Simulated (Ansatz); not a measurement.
One crystal and one scan (scan of one atom of the cell) at two levels, PBE (plane waves to 420 eV, PAW, scalar-relativistic; Ansatz, an electronic-structure program) and r2SCAN (plane waves to 500 eV, PAW, scalar-relativistic; Ansatz), each from its own relaxed cell and on its own mesh. The cell shown is that of PBE.

ZnS (wurtzite)

```
CELL_PARAMETERS angstrom
      3.84511     0.00000     0.00000
     -1.92255     3.32996     0.00000
      0.00000     0.00000     6.30566
ATOMIC_POSITIONS crystal
  Zn 0.66667 0.33333 0.99985
  Zn 0.33333 0.66667 0.49985
  S  0.66667 0.33333 0.62535
  S  0.33333 0.66667 0.12535
```

In each cell atom 1 (Zn, nearest neighbour S at 2.357 Å; its periodic images, 3.8 Å or more away, move with it) moves by s·(1.000, 0.000, 0.000) (along Cartesian x), the rest being held.

E stands for the smeared free energy. ZnS was relaxed with its symmetry unable to fall. Percentages come from the unrounded values.

| quantity | PBE | r2SCAN | PBE − r2SCAN |
|---|---|---|---|
| Lattice constant a (Å) | 3.845 | 3.806 | +0.039 (+1.0 %) |
| Lattice constant c (Å) | 6.306 | 6.245 | +0.061 (+1.0 %) |
| Relaxed volume (Å³/atom) | 20.18 | 19.59 | +0.59 (+3.1 %) |
| Band gap of the relaxed cell, no spin-orbit coupling (eV) | 2.08 | 2.78 | -0.70 (-25 %) |
| Force constant k = d²E/ds² at s = 0 (finite differences) (eV/Å²) | 5.27 | 5.83 | -0.56 (-9.7 %) |

PBE gives the higher value for: lattice constant a; lattice constant c; relaxed volume. PBE gives the lower value for: band gap of the relaxed cell, no spin-orbit coupling; force constant k = d²E/ds² at s = 0. Both give the same shape of the curve: a single well with its minimum at or next to zero displacement. Neither level is exact: the differences show how much the result hangs on the functional.

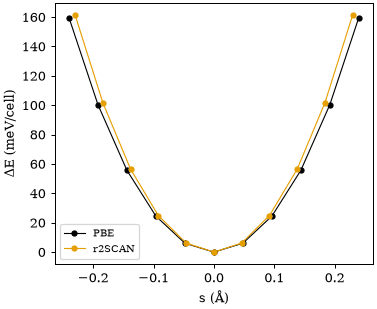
Fig. 1. ΔE, each from the undisplaced structure of its own level.

(A displaced cell: forces are minus the slopes of the energy, force constants its curvatures, and phonons follow from these.)
